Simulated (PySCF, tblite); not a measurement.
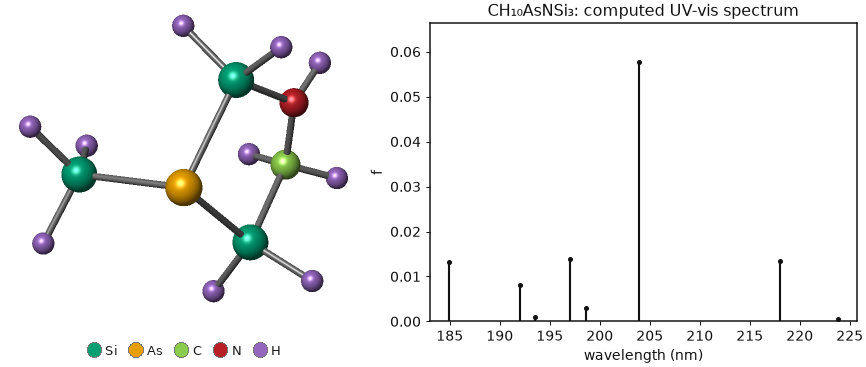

Computed absorption of CH₁₀AsNSi₃, SMILES [SiH3][As]1[SiH2]CN[SiH2]1. Vertical TDDFT excitations, CAM-B3LYP/def2-SVPD with PySCF, at a GFN2-xTB geometry (a minimum by its frequencies), gas phase. Only the first 8 singlet excitations are included.

Question: Does any vertical transition fall in the visible?

Answer: No singlet lies below 3.1 eV (beyond 400 nm), so at this level no vertical transition falls in the visible.

Question: Where is the lowest singlet, and is it bright?

Answer: S1 lies at 5.54 eV (224 nm) with f = 0.001, mainly HOMO → LUMO (84 %); it is dark or nearly so.

Question: Which of the computed transitions is the brightest, and what character does the calculation give it?

Answer: S3 at 6.08 eV (204 nm), f = 0.058, mainly HOMO−1 → LUMO+1 (70 %).

Caveats: the tight-binding geometry is rougher than a DFT one and adds to the error; one conformer of a flexible molecule; core orbitals are frozen in the response.
